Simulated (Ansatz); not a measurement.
Geometry relaxation of TaN₄H₁₀SF (part 2 of 3)

Continued. System: TaN₄H₁₀SF. Method: RKS PBE/def2-SVP (Ansatz 0.2.0). The input holds or restrains some coordinates. It belongs to a series of runs on one base structure; here: pulled along the bonds that form and break, towards end A.

Geometry of the input (Å):
```
Ta 0.0000  0.0000  0.0000
N  2.5100  0.0000  0.0000
H  3.0400  -0.5118  0.7620
H  3.0400  0.5118  -0.7620
F  0.0000  0.0000  1.9300
N  0.0000  0.0000  -2.1600
H  -0.6116  -0.6845  -2.6900
H  0.6116  0.6845  -2.6900
N  -1.0800  1.8706  0.0000
H  -1.6414  2.1584  0.8518
H  -1.0486  2.5007  -0.8518
N  -1.0800  -1.8706  0.0000
H  -1.8056  -2.0636  0.7482
H  -0.8844  -2.5955  -0.7482
S  0.8829  -2.2490  1.4151
H  0.0982  -3.3559  1.0702
H  2.1891  -1.1728  0.7379
```

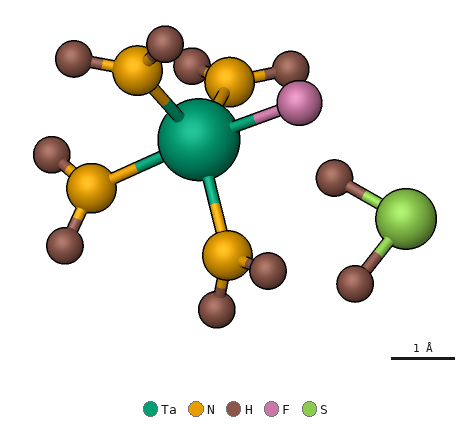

*The geometry at step 6 of the log (ball-and-stick view, seen at a tilt).*

## Output, continued
```
relax step  22: F+E_penalty+E_count = -21208.81314493 eV  Δ(F+E_penalty+E_count) = -2.816e-3 eV  max|allowed force component| = 1.100e0 eV/Å  E_restraint = 0.02260039 eV  max|allowed force component, restraints' pulls added| = 9.133e-2 eV/Å  Δτ_max = 0.2000 Å  (33 SCF iters, accepted)
  distance Ta 0 - S 14 = 3.7076 Å
  distance H 16 - N 1 = 2.2534 Å
  distance Ta 0 - N 1 = 2.1235 Å
  distance H 16 - S 14 = 1.3914 Å
1925 factors; their error is unknown
mean field -21208.81314493 eV, -779.4095072264 hartree, gradient 1.5e-5 eV, S^2 0.000000; 1 other end points of the search recorded, 0 dependent functions left out
the calculation of the forces begins
reference -21208.81321643 eV, -779.4095098538 hartree; 38, 38 occupied and 132, 132 virtual orbitals, 1925 factors
Total energy: -21208.81321643 eV, -779.4095098538 hartree
Atom 0 at    -0.054808    -0.021149    -0.065664 Å, force     0.996651     0.322331    -0.057634 eV/Å
Atom 1 at     2.065308     0.061263     0.022183 Å, force    -1.100216    -0.305768     0.025694 eV/Å
Atom 2 at     2.539892     0.386165     0.870806 Å, force     0.025434    -0.000952     0.027530 eV/Å
Atom 3 at     2.710168     0.048556    -0.772651 Å, force    -0.033923     0.005360     0.005146 eV/Å
Atom 4 at     0.156785     0.242576     1.854854 Å, force    -0.003745    -0.050326     0.002417 eV/Å
Atom 5 at     0.255112     0.069822    -2.058222 Å, force    -0.088080     0.050639    -0.047450 eV/Å
Atom 6 at    -0.224602    -0.537273    -2.731763 Å, force    -0.029687     0.034307    -0.014746 eV/Å
Atom 7 at     0.895643     0.688530    -2.569462 Å, force     0.042218    -0.053009     0.025397 eV/Å
Atom 8 at    -1.167395     1.626776    -0.031934 Å, force     0.006807     0.000369    -0.043943 eV/Å
Atom 9 at    -1.341424     2.137230     0.841647 Å, force     0.041854     0.005852    -0.012225 eV/Å
Atom 10 at    -1.401039     2.200199    -0.846542 Å, force    -0.031809    -0.016072     0.006414 eV/Å
Atom 11 at    -1.282511    -1.578354    -0.176919 Å, force     0.059653    -0.018441     0.015373 eV/Å
Atom 12 at    -2.305873    -1.519948    -0.148699 Å, force    -0.017221    -0.005239    -0.009305 eV/Å
Atom 13 at    -0.958008    -2.551731    -0.100518 Å, force    -0.001141     0.007743     0.012278 eV/Å
Atom 14 at     1.364399    -3.283507     0.978130 Å, force     0.177757     0.029564    -0.009756 eV/Å
Atom 15 at     0.996568    -2.597371     2.099664 Å, force     0.060293    -0.025712    -0.077574 eV/Å
Atom 16 at     1.971984    -2.149485     0.448291 Å, force    -0.104844     0.019356     0.152382 eV/Å
Dipole moment:    -0.199307     0.269961    -0.517076 e Å
```

## Trajectory as extended XYZ (Å, eV, eV/Å), 22 frames, from step=1 to step=22
```
17
Properties=species:S:1:pos:R:3:forces:R:3 step=1 energy=-21201.92212
Ta    0.0000    0.0000    0.0000   -0.3288  -1.6078  -1.3814
N     2.5100    0.0000    0.0000   -2.7525   0.1629   0.9284
H     3.0400   -0.5118    0.7620    1.8393   2.3852  -0.1477
H     3.0400    0.5118   -0.7620   -0.0347  -1.5942   0.9515
F     0.0000    0.0000    1.9300   -0.9444   1.9365   0.1262
N     0.0000    0.0000   -2.1600    0.3767  -0.0752   1.8582
H    -0.6116   -0.6845   -2.6900    0.9675   1.3461   0.1364
H     0.6116    0.6845   -2.6900   -0.9250  -1.2880  -0.0151
N    -1.0800    1.8706    0.0000    1.0768  -1.7057   0.2521
H    -1.6414    2.1584    0.8518    0.8308   0.1484  -1.2992
H    -1.0486    2.5007   -0.8518   -0.5612  -0.6892   1.3915
N    -1.0800   -1.8706    0.0000   -1.7847   2.6731  -1.6125
H    -1.8056   -2.0636    0.7482    0.7100  -0.0556  -1.3627
H    -0.8844   -2.5955   -0.7482   -0.5156   0.7895   1.3374
S     0.8829   -2.2490    1.4151    2.5498  -0.6314   1.7225
H     0.0982   -3.3559    1.0702    1.5063   0.2982  -0.5793
H     2.1891   -1.1728    0.7379   -2.0102  -2.0929  -2.3062
17
Properties=species:S:1:pos:R:3:forces:R:3 step=2 energy=-21203.05435
Ta    0.0184    0.1070   -0.0757    0.1539  -2.6635   1.1959
N     2.4529    0.0851   -0.0287   -1.8714  -0.7368   1.8138
H     3.0337   -0.4813    0.7427   -0.4280   2.4086  -1.6276
H     3.0419    0.5071   -0.7659    0.2259  -0.7123   0.2325
F    -0.0072    0.0171    1.9152   -0.6918   1.3139  -1.2719
N     0.0036    0.0003   -2.1504    0.0967   0.1106   1.0766
H    -0.6043   -0.6738   -2.6882    0.8671   1.1440   0.1586
H     0.6051    0.6748   -2.6910   -0.6691  -1.0726  -0.1059
N    -1.0733    1.8623    0.0010    0.8648  -0.9698  -0.1721
H    -1.6345    2.1591    0.8425    0.7479   0.0297  -1.0639
H    -1.0534    2.4953   -0.8413   -0.5450  -0.5057   1.1703
N    -1.0898   -1.8412   -0.0141   -0.4902   2.8079  -1.3544
H    -1.7996   -2.0624    0.7372    0.7773   0.0865  -1.1407
H    -0.8880   -2.5874   -0.7369   -0.4884   0.8347   1.1378
S     1.0016   -2.3533    1.4941    2.0335  -0.3462   2.1877
H     0.1128   -3.3549    1.0650    1.5712   0.5803  -0.8512
H     2.1003   -1.3316    0.8076   -2.1544  -2.3094  -1.3853
17
Properties=species:S:1:pos:R:3:forces:R:3 step=3 energy=-21204.04311
Ta    0.0455    0.1845   -0.1203    0.5995  -3.5550   2.3803
N     2.3917    0.1786   -0.0589   -1.1090  -1.5605   2.3512
H     3.0090   -0.4494    0.7095   -1.6992   2.5608  -2.2608
H     3.0467    0.5070   -0.7704    0.1804  -0.1129  -0.2510
F    -0.0134    0.0275    1.8940   -0.4762   1.0166  -1.8592
N     0.0027    0.0041   -2.1426   -0.0429   0.1965   0.5071
H    -0.5955   -0.6628   -2.6865    0.7016   0.8964   0.1363
H     0.5997    0.6639   -2.6933   -0.4652  -0.8403  -0.1779
N    -1.0648    1.8561   -0.0031    0.4681  -0.2144  -0.1773
H    -1.6259    2.1581    0.8315    0.6906  -0.0159  -0.8924
H    -1.0597    2.4919   -0.8311   -0.5192  -0.2528   0.8350
N    -1.0870   -1.8088   -0.0272    0.0964   2.5219  -1.0338
H    -1.7882   -2.0586    0.7250    0.8997   0.2737  -1.0289
H    -0.8928   -2.5764   -0.7259   -0.4393   0.8801   0.8781
S     1.0903   -2.4480    1.5835    1.6097  -0.7938   2.2190
H     0.1315   -3.3458    1.0518    1.5896   1.0572  -0.7984
H     2.0302   -1.4996    0.8771   -2.0848  -2.0576  -0.8274
17
Properties=species:S:1:pos:R:3:forces:R:3 step=4 energy=-21205.47117
Ta    0.0811    0.2128   -0.1368    0.3885  -3.5228   2.4094
N     2.3206    0.2323   -0.0701    0.0941  -1.5726   1.7178
H     2.9588   -0.3977    0.6633   -2.1188   2.2960  -1.9327
H     3.0343    0.5078   -0.7695   -0.5202  -0.0091  -0.0331
F    -0.0212    0.0448    1.8537   -0.3002   0.6692  -1.6204
N    -0.0002    0.0106   -2.1349   -0.0035   0.1778   0.2499
H    -0.5840   -0.6482   -2.6845    0.4194   0.5966   0.0345
H     0.5942    0.6492   -2.6991   -0.2645  -0.5717  -0.2391
N    -1.0521    1.8528   -0.0081    0.3974  -0.0595  -0.1250
H    -1.6111    2.1576    0.8163    0.5504  -0.0004  -0.5884
H    -1.0714    2.4914   -0.8202   -0.4547  -0.0457   0.4494
N    -1.0768   -1.7576   -0.0466    0.3901   1.9299  -0.6621
H    -1.7632   -2.0438    0.7041    0.9013   0.4878  -0.8290
H    -0.9002   -2.5518   -0.7127   -0.2877   0.8821   0.5479
S     1.1828   -2.5724    1.7015    0.8527  -1.1054   1.3015
H     0.1661   -3.3164    1.0314    1.5463   1.3229  -0.2621
H     1.9627   -1.6493    0.9253   -1.5904  -1.4750  -0.4184
17
Properties=species:S:1:pos:R:3:forces:R:3 step=5 energy=-21207.03341
Ta    0.0910    0.1564   -0.1192    0.1055  -1.8028   0.9958
N     2.2593    0.2216   -0.0667    0.2020  -0.8310   0.6724
H     2.8843   -0.3279    0.6313   -1.4626   1.2670  -0.8344
H     2.9820    0.5076   -0.7641   -0.8561  -0.0326   0.0409
F    -0.0388    0.0646    1.8152   -0.2480   0.2595  -0.4143
N    -0.0001    0.0126   -2.1240    0.1891   0.1339   0.1578
H    -0.5759   -0.6281   -2.6860    0.1112   0.3362  -0.0915
H     0.5915    0.6290   -2.7064   -0.1279  -0.3679  -0.2025
N    -1.0224    1.8389   -0.0127    0.4647  -0.3269  -0.1336
H    -1.5795    2.1524    0.8001    0.4223  -0.0183  -0.2602
H    -1.0877    2.4823   -0.8125   -0.2868  -0.1008   0.2073
N    -1.0565   -1.6794   -0.0769    0.3309   0.9549  -0.2205
H    -1.7154   -1.9971    0.6751    0.6590   0.5793  -0.5073
H    -0.9034   -2.4978   -0.7065   -0.0766   0.7508   0.1787
S     1.2818   -2.7005    1.8099    0.1503  -0.6758  -0.2121
H     0.2259   -3.2568    1.0190    1.4161   1.0521   0.4330
H     1.8842   -1.7557    0.9376   -0.9930  -1.1775   0.1905
17
Properties=species:S:1:pos:R:3:forces:R:3 step=6 energy=-21207.93403
Ta    0.0584    0.0631   -0.0850    1.5533   1.0032  -0.1481
N     2.1799    0.1686   -0.0633   -0.2550  -0.3214   0.2869
H     2.7902   -0.1791    0.7120   -0.6539   0.5195  -0.2857
H     2.8509    0.4573   -0.7991   -0.5443  -0.1626   0.0502
F    -0.1220    0.0617    1.8301   -0.1434   0.1143   0.1287
N     0.0336   -0.0171   -2.1123   -0.0438   0.0083   0.0379
H    -0.6201   -0.5562   -2.7021    0.1797   0.3078   0.0755
H     0.6335    0.5718   -2.7082   -0.0145  -0.2022  -0.1001
N    -0.9720    1.7836   -0.0226   -0.0709   0.1487  -0.0926
H    -1.4471    2.1514    0.8165    0.2850  -0.0750  -0.1917
H    -1.1310    2.3966   -0.8347   -0.0888  -0.2199   0.2221
N    -1.0316   -1.5831   -0.1134   -0.7337  -1.2516  -0.0124
H    -1.6526   -1.8979    0.6498    0.1089   0.2905  -0.1459
H    -0.9238   -2.3801   -0.7614   -0.0008   0.3454  -0.0010
S     1.4043   -2.7926    1.8678   -0.3827  -0.1366  -1.1467
H     0.3212   -3.1752    1.0292    1.0988   0.4468   0.7824
H     1.8481   -1.8505    0.9099   -0.2941  -0.8152   0.5404
17
Properties=species:S:1:pos:R:3:forces:R:3 step=7 energy=-21208.14509
Ta    0.0450    0.0560   -0.0524    1.5088   0.8919  -0.1929
N     2.1654    0.1637   -0.0532   -0.3528  -0.3520   0.3278
H     2.7589    0.0012    0.7928   -0.5997   0.3836  -0.4513
H     2.8283    0.2954   -0.8399   -0.4984  -0.1211   0.2047
F    -0.2049    0.0527    1.8555   -0.0243   0.1960   0.0536
N     0.0420   -0.0009   -2.0822    0.0014  -0.0738   0.0919
H    -0.6455   -0.4779   -2.6845    0.1724   0.1984   0.0619
H     0.7078    0.5198   -2.6727   -0.0771  -0.1194  -0.0276
N    -0.9400    1.8033   -0.0333   -0.2245   0.1529  -0.1757
H    -1.3523    2.2177    0.8158    0.1651  -0.0726  -0.1733
H    -1.2273    2.3238   -0.8779    0.0933  -0.2192   0.3847
N    -1.0495   -1.5964   -0.1080   -0.5966  -0.9825  -0.1635
H    -1.6943   -1.8980    0.6373    0.0629   0.2187  -0.0892
H    -0.9657   -2.3695   -0.7842   -0.0132   0.2556   0.0057
S     1.4651   -2.8104    1.8289   -0.2704  -0.1433  -0.9230
H     0.3760   -3.1671    1.0119    0.8616   0.3482   0.6167
H     1.9113   -1.8912    0.8595   -0.2085  -0.5614   0.4492
17
Properties=species:S:1:pos:R:3:forces:R:3 step=8 energy=-21208.29916
Ta    0.0442    0.0408   -0.0336    1.1068   0.4210  -0.1405
N     2.1605    0.1290   -0.0522   -0.3496  -0.1401   0.8522
H     2.7379    0.1934    0.8350   -0.7731   0.1426  -1.0289
H     2.8045    0.2037   -0.8572   -0.3088  -0.1206   0.2381
F    -0.2280    0.0979    1.8715    0.0350   0.0843   0.0416
N     0.0624   -0.0218   -2.0597    0.0478   0.0414   0.0423
H    -0.6482   -0.4497   -2.6675    0.0941   0.0837   0.0270
H     0.7294    0.4976   -2.6490   -0.0479  -0.0825  -0.0061
N    -0.9378    1.7889   -0.0309   -0.0905   0.0415  -0.1385
H    -1.3072    2.2303    0.8212    0.0955  -0.0599  -0.0928
H    -1.2247    2.3063   -0.8717    0.0572  -0.1118   0.2189
N    -1.0849   -1.6183   -0.1261   -0.1813  -0.3460  -0.0925
H    -1.7554   -1.8950    0.6029    0.0026   0.1448  -0.0541
H    -1.0309   -2.3660   -0.8287    0.0029   0.1376   0.0102
S     1.5152   -2.8294    1.8095   -0.1353  -0.1373  -0.6402
H     0.4160   -3.1470    1.0187    0.5579   0.2288   0.4067
H     1.9671   -1.9383    0.8309   -0.1134  -0.3275   0.3566
17
Properties=species:S:1:pos:R:3:forces:R:3 step=9 energy=-21208.44979
Ta    0.0233    0.0017    0.0094    1.1939   0.3622  -0.3313
N     2.1347    0.1089   -0.0589   -1.0252  -0.1174   0.3762
H     2.6958    0.3786    0.7723   -0.2702   0.0346  -0.4223
H     2.7443    0.0288   -0.8833   -0.1428  -0.0448   0.1811
F    -0.1724    0.1388    1.9200    0.0602   0.0362   0.1215
N     0.1015   -0.0185   -2.0131    0.0864  -0.0069  -0.0641
H    -0.5973   -0.4241   -2.6467    0.0239   0.0251  -0.0064
H     0.7868    0.5009   -2.5778   -0.0298  -0.0332  -0.0162
N    -0.9540    1.7470   -0.0200   -0.0683  -0.0664   0.0501
H    -1.2623    2.2268    0.8335    0.0301  -0.0316  -0.0277
H    -1.2577    2.2464   -0.8593    0.0320  -0.0084   0.0426
N    -1.1105   -1.6576   -0.1489   -0.1238  -0.0745   0.0673
H    -1.8707   -1.8678    0.5126    0.0103   0.0667  -0.1019
H    -1.0753   -2.3815   -0.8742    0.0070   0.0478   0.0191
S     1.5653   -2.8745    1.7725   -0.0507  -0.0573  -0.4297
H     0.4089   -2.9776    1.0207    0.3509   0.0724   0.2616
H     2.0597   -1.9538    0.8541   -0.0838  -0.2044   0.2800
17
Properties=species:S:1:pos:R:3:forces:R:3 step=10 energy=-21208.52080
Ta    0.0197   -0.0357    0.0094    1.2775   0.4483  -0.1085
N     2.1284    0.0994   -0.0518   -1.2867  -0.0291   0.3485
H     2.6392    0.5628    0.7189   -0.1214  -0.1036  -0.2636
H     2.7404   -0.0318   -0.8619   -0.0149  -0.0247   0.0312
F    -0.0215    0.1685    1.9297    0.0659   0.0476   0.0346
N     0.1497   -0.0373   -2.0123    0.0207   0.0036  -0.0399
H    -0.5247   -0.4497   -2.6681    0.0094   0.0089  -0.0015
H     0.8347    0.5036   -2.5552   -0.0065  -0.0547  -0.0200
N    -0.9887    1.6862    0.0058   -0.0611  -0.1007   0.0219
H    -1.2401    2.1893    0.8641    0.0280  -0.0425  -0.0212
H    -1.3050    2.1840   -0.8286    0.0085   0.0300   0.0019
N    -1.1309   -1.6843   -0.1149   -0.2996   0.0566  -0.0661
H    -2.0030   -1.7462    0.4348    0.1478  -0.0229  -0.1096
H    -1.1370   -2.4065   -0.8431    0.0409  -0.0094   0.0658
S     1.5651   -2.9506    1.7055    0.1204   0.0453  -0.3273
H     0.3969   -2.8819    0.9795    0.1601  -0.0242   0.1903
H     2.0969   -1.9476    0.9015   -0.0889  -0.2284   0.2635
17
Properties=species:S:1:pos:R:3:forces:R:3 step=11 energy=-21208.55576
Ta    0.0235   -0.0284    0.0616    1.1475   0.3732  -0.4023
N     2.1307    0.1149   -0.0289   -1.3154  -0.1070   0.2508
H     2.6474    0.6212    0.7037   -0.0363  -0.0673  -0.1001
H     2.7305   -0.0610   -0.8392   -0.0112   0.0089   0.0074
F     0.1132    0.3074    1.9698    0.0157  -0.0743  -0.1055
N     0.1917   -0.0609   -1.9606    0.0961   0.0611   0.0147
H    -0.4858   -0.4557   -2.6241   -0.0138  -0.0132   0.0521
H     0.9006    0.4532   -2.4974    0.0164  -0.0399  -0.0114
N    -1.0566    1.6407   -0.0028   -0.0468   0.0036   0.0781
H    -1.3066    2.1733    0.8374    0.0499  -0.0007   0.0029
H    -1.3453    2.1250   -0.8550   -0.0201   0.0037   0.0043
N    -1.1759   -1.6342   -0.1217   -0.0776  -0.0531   0.0866
H    -2.0613   -1.7037    0.3980    0.0084   0.0106  -0.0723
H    -1.0977   -2.4248   -0.7720    0.0202   0.0526   0.0817
S     1.5736   -3.0588    1.5379    0.1208   0.1382  -0.2306
H     0.3512   -2.8215    0.9569    0.0980  -0.0809   0.1343
H     2.0870   -1.9646    0.8497   -0.0517  -0.2156   0.2093
```
